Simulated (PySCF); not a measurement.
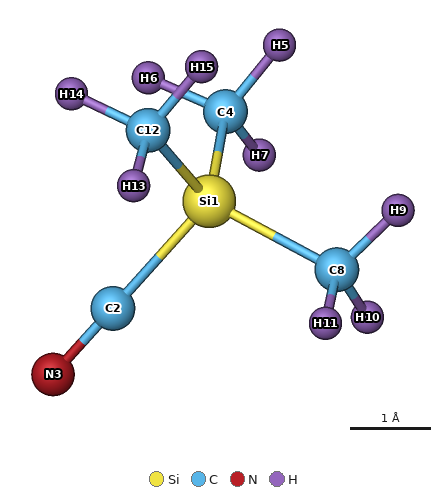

Fig. 1: The structure (ball-and-stick view, seen at an oblique angle; atoms are numbered from 1 in the order of the input). Bond lengths as drawn: C–H 1.10 Å, C–N 1.16 Å and C–Si 1.87 to 1.88 Å.

## Run report: C4H9NSi, NMR shielding calculation

System: C4H9NSi (Si(CN)Me3), SMILES C[Si](C)(C)C#N.
Method: GIAO PBE0/pcSseg-1 NMR shielding, non-relativistic, gas phase (PySCF 2.14.0).

The geometry comes from this level: PBE0-D3(BJ)/def2-SVP. It belongs to a series of runs on one base structure; here: one ligand: Me to CN. Figures and captions count atoms from 1; the log counts them from 0 in places.

The input:
```
{"job": {"kind": "nmr", "xc": "PBE0", "basis": "pcSseg-1"}, "charge": 0, "multiplicity": 1}
Si    -0.003487    -0.004211     0.174533
C     -0.010262    -0.006571     2.050974
N     -0.014165    -0.012709     3.211062
C      1.790681    -0.012540    -0.356892
H      1.863603    -0.043609    -1.455739
H      2.317567    -0.890160     0.046754
H      2.312335     0.890806    -0.005975
C     -0.890589     1.552977    -0.365563
H     -0.885486     1.633183    -1.464046
H     -0.399671     2.448710     0.044211
H     -1.937586     1.550440    -0.026479
C     -0.903807    -1.554045    -0.365284
H     -1.934472    -1.566437     0.020385
H     -0.389650    -2.455447     0.000844
H     -0.947779    -1.606497    -1.464796
```

The first line tells a small driver script what to run in PySCF; the rest is the geometry in Å.

Machine: 1 CPU thread, shared host.

Command:
```bash
OMP_NUM_THREADS=1 python <driver script> task.json out
```

What the program printed:
```
coarse grid: 12616 points
cycle   1  E = -501.5935419451  dE =  2.578e-01  |g| = 5.489e-01  |ddm| = 3.369e+00
cycle   2  E = -501.5134202516  dE =  8.012e-02  |g| = 8.183e-01  |ddm| = 9.110e-01
cycle   3  E = -501.6550900492  dE = -1.417e-01  |g| = 2.595e-01  |ddm| = 5.736e-01
cycle   4  E = -501.6697849949  dE = -1.469e-02  |g| = 3.169e-02  |ddm| = 1.569e-01
cycle   5  E = -501.6700010837  dE = -2.161e-04  |g| = 9.697e-03  |ddm| = 3.186e-02
cycle   6  E = -501.6700268330  dE = -2.575e-05  |g| = 5.710e-04  |ddm| = 9.819e-03
cycle   7  E = -501.6700269111  dE = -7.809e-08  |g| = 2.037e-04  |ddm| = 8.493e-04
final grid: 116104 points
cycle   8  E = -501.7039267140  dE = -2.111e-05  |g| = 7.336e-03  |ddm| = 2.067e-02
cycle   9  E = -501.7039234924  dE =  3.222e-06  |g| = 8.304e-03  |ddm| = 1.144e-02
cycle  10  E = -501.7039397865  dE = -1.629e-05  |g| = 1.576e-03  |ddm| = 5.903e-03
cycle  11  E = -501.7039403031  dE = -5.166e-07  |g| = 3.859e-04  |ddm| = 1.004e-03
cycle  12  E = -501.7039403344  dE = -3.140e-08  |g| = 7.427e-05  |ddm| = 2.945e-04
cycle  13  E = -501.7039403359  dE = -1.412e-09  |g| = 1.143e-05  |ddm| = 7.659e-05
cycle  14  E = -501.7039403359  dE = -2.001e-11  |g| = 1.760e-06  |ddm| = 1.349e-05
```

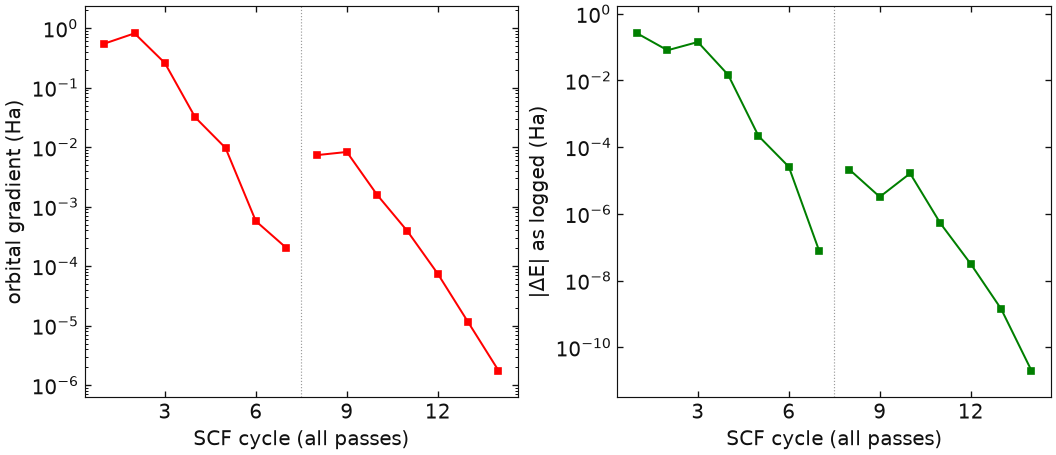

Fig. 2: Convergence of the self-consistent field: orbital gradient and size of the energy change against the SCF cycle. The dotted line marks the change from a coarse to the final integration grid. The first 7 cycles use a coarse grid, the final grid takes over at cycle 8, and the field converges after 14 cycles in all.

```
converged SCF energy = -501.7039403359

GIAO shielding tensors (ppm)
atom      isotropic    diamagn.    paramagn.     s11        s22        s33       span
  0 Si     368.210     881.067    -512.857    330.933    386.761    386.936     56.004
  1 C       54.308     263.824    -209.516    -63.787    -63.674    290.384    354.171
  2 N      -98.035     338.422    -436.458   -292.548   -292.232    290.674    583.221
  3 C      185.617     255.219     -69.602    182.979    183.577    190.295      7.316
  4 H       31.217      30.867       0.350     27.109     28.541     38.001     10.892
  5 H       30.868      30.199       0.670     26.602     28.261     37.741     11.139
  6 H       30.877      30.225       0.651     26.604     28.286     37.740     11.136
  7 C      185.613     255.216     -69.602    183.143    183.385    190.313      7.170
  8 H       31.220      30.871       0.349     27.110     28.554     37.997     10.886
  9 H       30.864      30.194       0.670     26.604     28.252     37.735     11.131
 10 H       30.879      30.209       0.670     26.597     28.293     37.749     11.153
 11 C      185.523     255.220     -69.697    182.977    183.403    190.188      7.211
 12 H       30.866      30.189       0.677     26.603     28.256     37.737     11.133
 13 H       30.872      30.209       0.663     26.608     28.290     37.719     11.111
 14 H       31.212      30.856       0.356     27.109     28.538     37.990     10.882
```

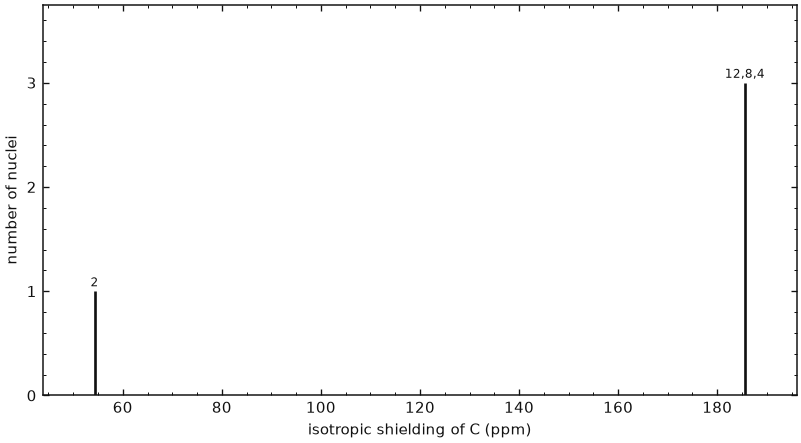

Fig. 3: Isotropic shieldings of the carbon nuclei in this fixed geometry, labelled by atom number; shielding grows to the right, so chemical shift grows to the left. The least shielded is C2 (54.3 ppm), the most shielded C4 (185.6 ppm).

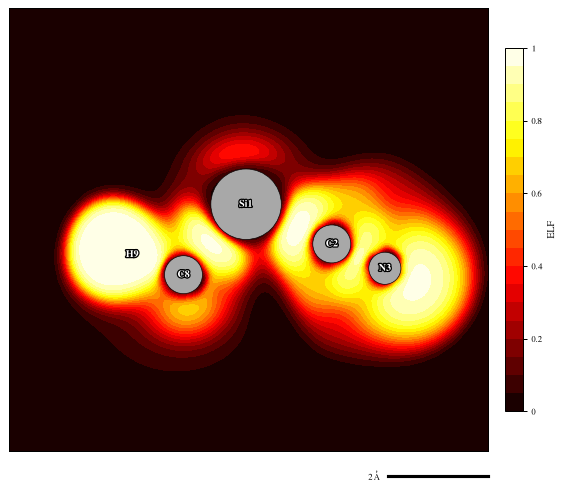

Fig. 4: Electron localisation function on the plane of atoms Si1, C8 and H9. Grey discs, where drawn, cover atomic cores. C–N (1.16 Å): the ELF peaks at about 0.95 between the atoms; a multiple bond by its length, whose ELF region spreads away from the axis.

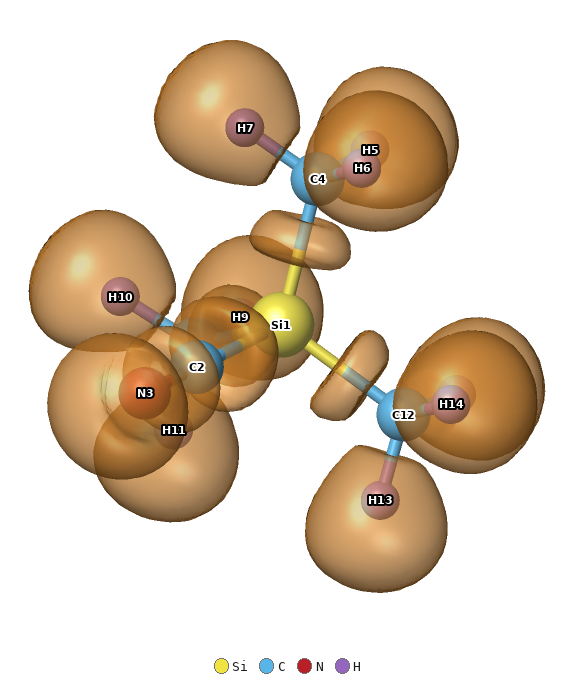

Fig. 5: Isosurface of the ELF at 0.8 (orange), seen at a tilt. Core shells and regions of very low density are left out. Profiles from the grid: C–N (1.16 Å): the ELF peaks at about 0.95 between the atoms; a multiple bond by its length, whose ELF region spreads away from the axis.

Key numbers:

| quantity | value |
| --- | --- |
| outcome | converged |
| total energy | −501.703940 hartree |
| HOMO | −9.03 eV |
| LUMO | 0.15 eV |
| dipole moment | 4.35 D |
| isotropic shielding, Si | 368.2 ppm |
| isotropic shielding, C | 54.3 to 185.6 ppm |
| isotropic shielding, N | −98.0 ppm |
| isotropic shielding, H | 30.9 to 31.2 ppm |
| wall time | 16 s |
| peak memory | 0.88 GiB |
